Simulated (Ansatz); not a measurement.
Input

```
crystal:
  lattice:
    - [4.3355451, -4.4216091, 0.0]
    - [4.3355451, 4.4216091, 0.0]
    - [0.0, 0.0, 5.0714842]
  atoms:
    - { symbol: Ti, position: [0.0, 0.0, 0.0] }
    - { symbol: Ti, position: [0.5, 0.0, 0.25243] }
    - { symbol: Ti, position: [0.0, 0.5, 0.74757] }
    - { symbol: Ta, position: [0.5, 0.5, 0.5] }
    - { symbol: Ge, position: [0.832518, 0.832518, 0.5] }
    - { symbol: Ge, position: [0.332076, 0.332076, 0.0] }
    - { symbol: Ge, position: [0.167482, 0.167482, 0.5] }
    - { symbol: Ge, position: [0.667924, 0.667924, 0.0] }
    - { symbol: Ge, position: [0.667361, 0.163868, 0.753679] }
    - { symbol: Ge, position: [0.163868, 0.667361, 0.246321] }
    - { symbol: Ge, position: [0.332639, 0.836132, 0.753679] }
    - { symbol: Ge, position: [0.836132, 0.332639, 0.246321] }
basis:
  ecutwfc: 420
kpoints:
  mp_grid: { grid: [6, 6, 8] }
hamiltonian:
  xc: pbe
scf:
  occupations: { method: gaussian, width: 0.1 }
output:
  forces: true
  stress: true
  eigenvalues: true
  write_density: true
  write_potential: true
  elf: true
  volumetric_format: npy
relax:
  adjacent_minimum: "off"
  f_tol: 0.01
  max_steps: 80
  cell: { stress_tol: 0.05 }
```

Launched as:

```sh
ansatz run input.yaml --threads 4 --pin off --max-ram 8192MiB --backend cpu --events-out ev --progress --plain --runs-dir out
```

Below, planes, directions and counts refer to the conventional cell (a = 8.67 Å, b = 8.84 Å, c = 5.07 Å, α = 90.00°, β = 90.00°, γ = 90.00°).

Space group C222; a structure generated by program, which may or may not match a known phase; computed without spin polarisation.

Theory: Ansatz 0.2.0, DFT PBE, scalar-relativistic, plane waves, PAW.

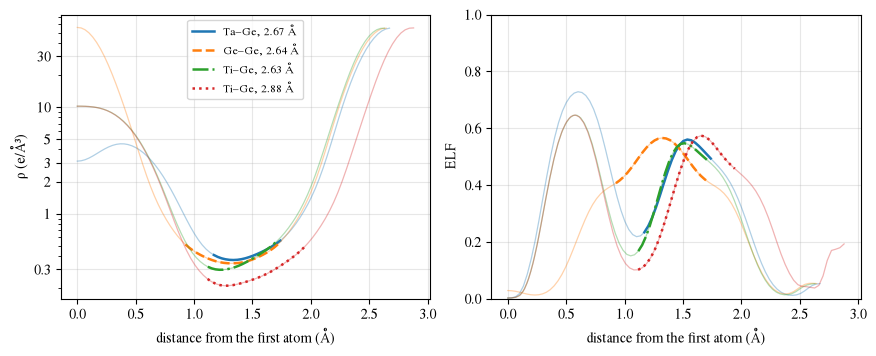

TaTi3Ge8. Valence electron density and ELF along straight lines between neighbouring atoms. Thin, pale parts lie inside the atomic spheres.

In a PAW calculation such maps are meaningful between the atoms, not at the nuclei.

What can be read from the curves?

Answer. Ta–Ge (2.67 Å): ρ at the midpoint is about 0.37 e/Å³; the ELF is about 0.40 at the midpoint.
Ge–Ge (2.64 Å): ρ at the midpoint is about 0.34 e/Å³; the ELF reaches about 0.55 near the midpoint.
Ti–Ge (2.63 Å): ρ at the midpoint is about 0.31 e/Å³; the ELF is about 0.40 at the midpoint.
Ti–Ge (2.88 Å): ρ is about 0.23 e/Å³ halfway; the ELF is about 0.40 at the midpoint.
